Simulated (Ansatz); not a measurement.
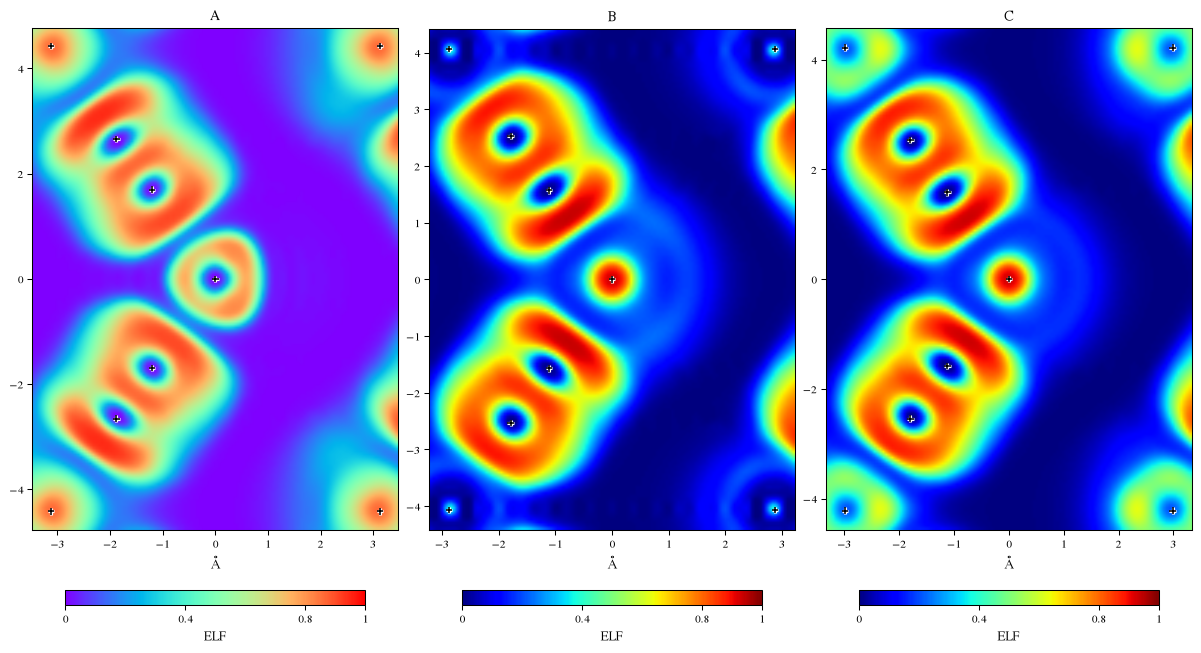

The electron localisation function of 3 systems, each on a plane through atoms (crosses mark nuclei in the plane).

Theory: Ansatz 0.2.0, DFT PBE, scalar-relativistic, plane waves, PAW.

System 1: GaCuC₄N₄, the (011) plane of the conventional cell. Space group P-43m; a structure generated by program, which may or may not match a known phase; computed without spin polarisation.

System 2: ScAgC₄N₄, the (101̄) plane of the conventional cell. Space group P-43m; a structure generated by program, which may or may not match a known phase.

System 3: CuPdC₄N₄, the (110) plane of the conventional cell. Space group P-43m; a structure generated by program, which may or may not match a known phase; spin-polarised.

```
Cu Pd C N
1.0
     5.96793    0.00000    0.00000
     0.00000    5.96793    0.00000
     0.00000    0.00000    5.96793
Cu Pd C N
1 1 4 4
Direct
  0.00000 0.00000 0.00000
  0.50000 0.50000 0.50000
  0.18752 0.18752 0.18752
  0.18752 0.81248 0.81248
  0.81248 0.18752 0.81248
  0.81248 0.81248 0.18752
  0.30110 0.30110 0.30110
  0.30110 0.69890 0.69890
  0.69890 0.30110 0.69890
  0.69890 0.69890 0.30110
```

**Which map belongs to which system?**

Panel A is system 2, ScAgC₄N₄: the plane holds Sc, Ag, C and N. C–N (1.18 Å): the ELF peaks at about 0.85 between the atoms (inside overlapping PAW spheres, so only a guide) (a multiple bond). Panel B is system 1, GaCuC₄N₄: the plane holds Ga, Cu, C and N. C–N (1.17 Å): the ELF peaks at about 0.85 between the atoms (inside overlapping PAW spheres, so only a guide); a multiple bond. Panel C is system 3, CuPdC₄N₄: the plane holds Cu, Pd, C and N. C–N (1.17 Å): the ELF peaks at about 0.85 between the atoms (inside overlapping PAW spheres, so only a guide): a multiple bond.
